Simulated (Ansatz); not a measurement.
```xyz
23

C     1.0239   -1.1184   -2.5018
C     0.1102   -0.0409   -1.9222
Si   -0.4880   -0.3848   -0.1857
F    -1.3671   -1.7403   -0.2376
C    -1.6073    0.9829    0.4209
C    -2.1579    0.7721    1.8295
C     0.9260   -0.7102    0.9923
C     1.8720    0.4774    1.1589
H     0.5309   -2.0935   -2.5113
H     1.9410   -1.2236   -1.9161
H     1.3188   -0.8887   -3.5288
H    -0.7737    0.0891   -2.5575
H     0.6181    0.9312   -1.9225
H    -2.4299    1.0813   -0.2972
H    -1.0534    1.9280    0.3648
H    -2.8324    1.5798    2.1249
H    -2.7153   -0.1650    1.9014
H    -1.3558    0.7309    2.5713
H     0.5052   -1.0013    1.9611
H     1.4753   -1.5878    0.6339
H     1.3501    1.3571    1.5457
H     2.6853    0.2526    1.8533
H     2.3287    0.7652    0.2078
```

Geometry: PBE0-D4/def2-TZVP.

These are results of RKS PBE0-D4/def2-TZVPP (Ansatz), not measurements.

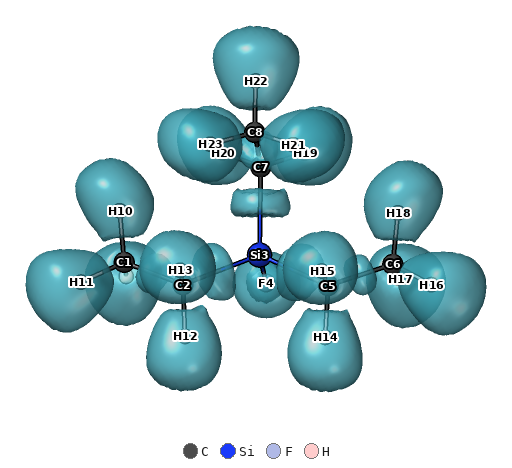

C$_{6}$H$_{15}$FSi (SMILES CC[Si](F)(CC)CC). Isosurface of the ELF at 0.8 (cyan), seen at an oblique angle. Only the valence region is drawn (cores and ρ < 0.01 e/Å³ removed).

Describe the localisation domains.

The ELF exceeds this value in three regions between bonded C–C atoms (shared pairs), three regions between bonded C–Si atoms (shared pairs), 15 regions around hydrogen nuclei and one region wrapped around F (its lone pairs, merged into a ring or cap). Along the contacts the grid gives the following. C–C (1.53 Å): the ELF peaks at about 0.95 between the atoms: localised, covalent bonding. Si–F (1.62 Å): the ELF peaks at about 0.85 in the valence shell of F, 0.6 Å from its nucleus, and is about 0.50 at the midpoint.
